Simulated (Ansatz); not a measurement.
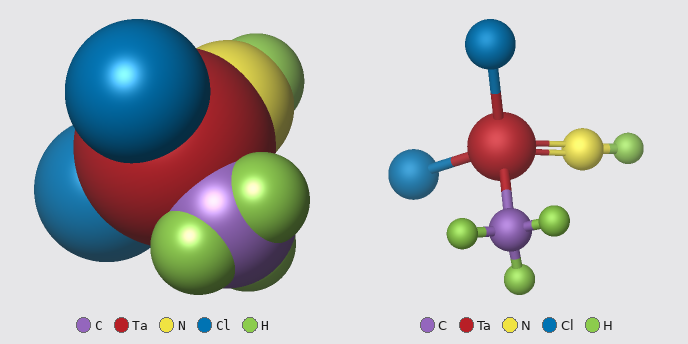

The same structure drawn twice, from different directions.

Charge 0, singlet. Computed geometry: PBE0-D4/def2-TZVP optimisation.

Identify the structure.

Formula CH₄Cl₂NTa. Its SMILES string is `[CH3][Ta](=[NH])([Cl])[Cl]`. The point group is Cs. Coordination: 1 C tetrahedral; 1 Ta tetrahedral; 1 N linear.

The parts below concern this one geometry. Atoms keep their numbers from picture to picture.

**Vibrations**

Harmonic vibrations computed with RKS PBE0-D4/def2-TZVP, core potentials on Ta (Ansatz 0.2.0) at a stationary point of the same level.

**List the wavenumbers.**

21 modes: 94, 125, 125, 143, 201, 217, 385, 398, 536, 540, 551, 577, 661, 1015, 1198, 1408, 1415, 3024, 3114, 3124, 3677 cm⁻¹.

**Thermal motion**

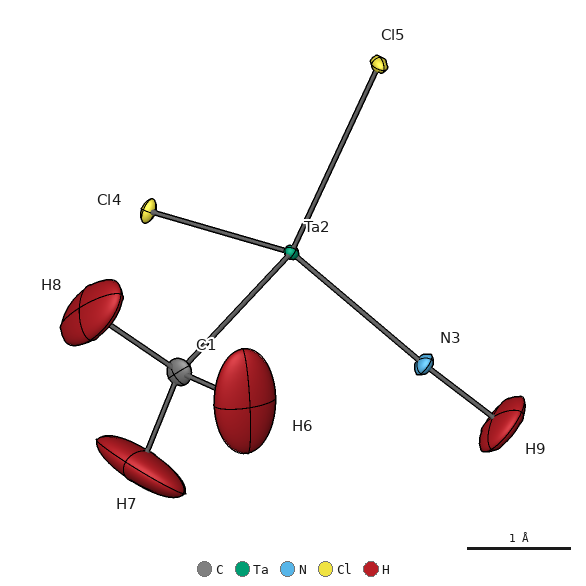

Displacement ellipsoids at the 50 % level, from the internal vibrations of the free molecule (harmonic, no overall translation or rotation; no half-axis is drawn under 0.075 Å). Vibrations computed with RKS PBE0-D4/def2-TZVP, core potentials on Ta (Ansatz 0.2.0). Temperature: 200 K.

Give the displacement parameters, one line for each set of equivalent atoms.

| atom | U_eq (Å²) | rms amplitudes (Å) |
| --- | --- | --- |
| C1 | 0.0073 | 0.050, 0.088, 0.108 |
| Ta2 | 0.00036 | 0.013, 0.020, 0.023 |
| N3 | 0.0046 | 0.039, 0.076, 0.082 |
| Cl4, Cl5 | 0.0035 | 0.037, 0.050, 0.081 |
| H6, H7 | 0.0603 | 0.109, 0.202, 0.358 |
| H8 | 0.0495 | 0.095, 0.196, 0.318 |
| H9 | 0.0320 | 0.077, 0.212, 0.213 |

**Dipole moment**

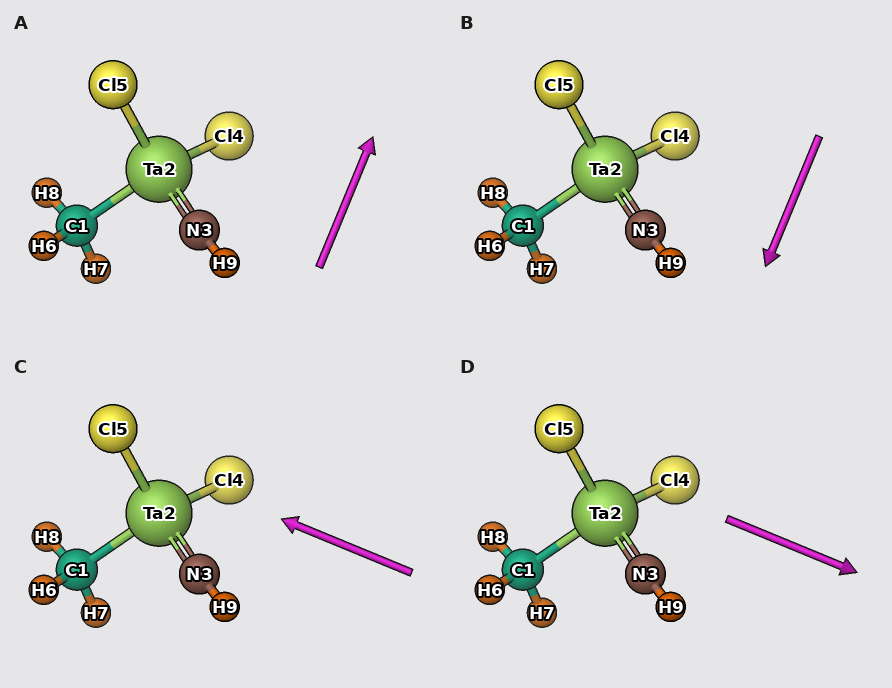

The same molecule four times, each with an arrow. Method: RKS ωB97M-V/def2-TZVPP, core potentials on Ta (Ansatz 0.2.0).

**Which arrow points along the dipole moment, from the negative to the positive end?**

B. The dipole moment is 1.25 D; it points from the side of Cl4, Cl5 to the side of H6, H7 (the outermost atoms at the two ends).
